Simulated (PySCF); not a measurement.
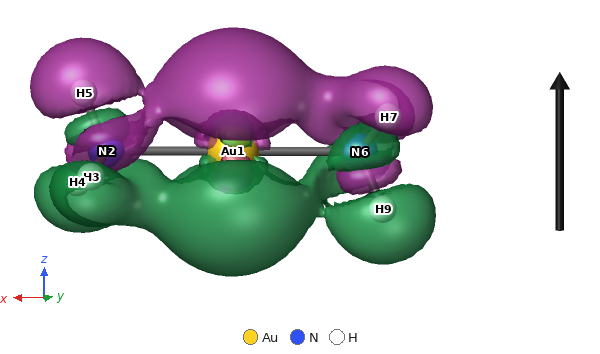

*[Au(NH3)2]+ (AuH6N2, charge +1). Change of the electron density in a uniform field of 0.21 V/Å along +z (arrow), surfaces at ±0.0008 e/Å³ (green: gain, purple: loss).*

Computed with PySCF, PBE/def2-SVP, geometry: GFN2-xTB. Core potentials replace the inner electrons of Au; spin–orbit coupling isn't included. This is a single-reference result, which may miss multireference character in this system. No frequency check shows the geometry to be a minimum. A basis without diffuse functions makes polarisabilities too small. GFN2-xTB bond lengths at metals and heavier atoms can be off by up to 0.1 Å and shapes distorted, which carries into these values.

The field was applied in both directions; the picture shows the one opposite to the script's first.

### What dipole is induced, and what polarisability does it imply?

The induced dipole is 0.36 D (along the field); α along this axis, from the fields in both directions, is 36 bohr³ (5.3 Å³).

Cost of the run: 24 s on 1 thread of Arm Neoverse V1 (shared host), peak memory 0.38 GiB.
